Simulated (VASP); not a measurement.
Band structure of Cd4S3Se (ordered alloy cell). Computed with PBEsol GGA, VASP's PBE PAW potentials (set 64) (plane waves; VASP 6.6.1).

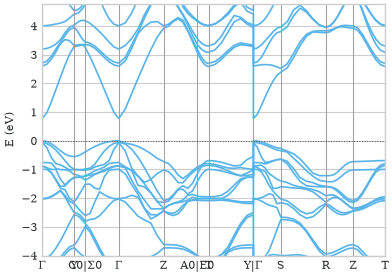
Figure. Bands along high-symmetry lines, zero at the valence-band maximum or, without a gap, the Fermi level

Q: Read the plot: is there a gap, and where are the band edges?

A: The gap is direct, 0.77 eV, from the valence maximum at Γ to the conduction minimum at Γ. (Edges off the drawn lines would not show.)

The structure was generated: Cd4S3Se was put into an ordered model structure (Amm2), which need not be its known phase. It was relaxed first.
